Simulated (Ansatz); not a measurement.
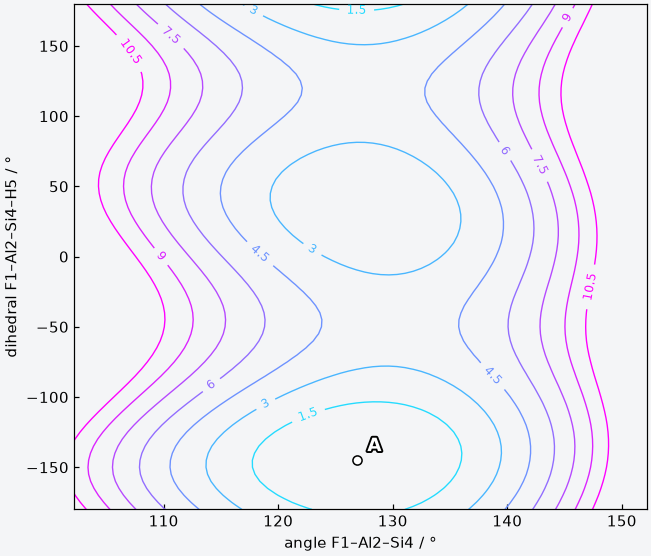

AlF2H2Si, SMILES [F][Al]([F])[SiH2-], charge −1. The first coordinate is: angle F1–Al2–Si4; the second: dihedral F1–Al2–Si4–H5. Nothing is relaxed (all other coordinates rigid). Grid: 15 × 15 points. Points are written as (first, second). All energies are given in kcal/mol relative to the relaxed molecule at the same level. Level of theory: RKS PBE0-D4/def2-SVPD in Ansatz.

In the figure: contour lines labelled in kcal/mol (none above 10.5), the point A. Between grid points the surface is interpolated.

Q: What is the easiest way out of the well at A, and how high is the barrier?

A: The easiest path leads from the well at about (127°, −145°) to the well at (127.2°, 36°), about 1.8 kcal/mol higher. Its highest point lies about 3.9 kcal/mol above the bottom of the first well on the interpolated surface, at about (128°, 115°). Seen from the upper well the barrier is about 2.2 kcal/mol. The start is the relaxed structure and all else is held, so a fully relaxed path at this level can only be lower.

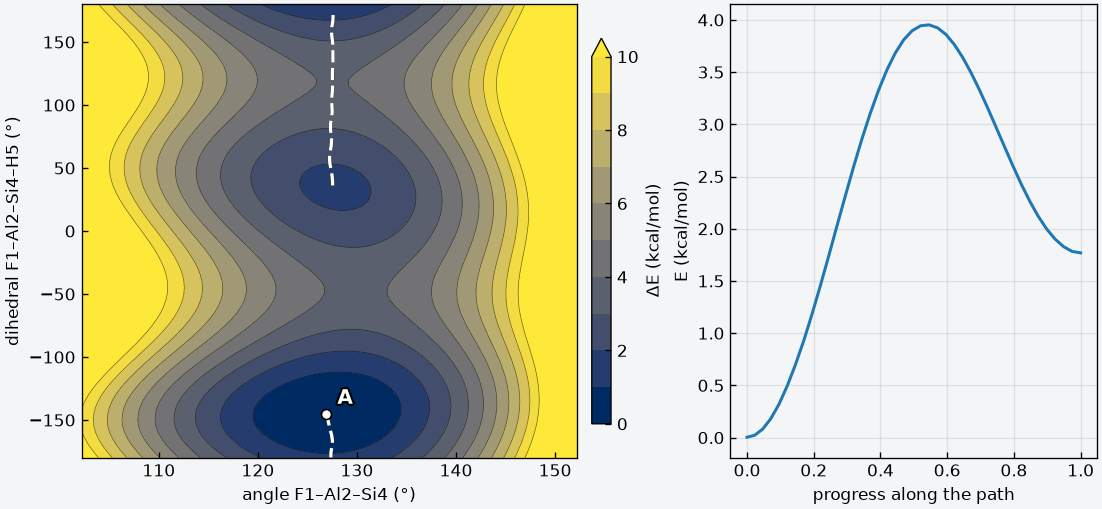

The picture shows filled contours, a line along the lowest path, one colour for all values above the top of the scale, the energy along the path at the right. Between grid points the surface is interpolated.
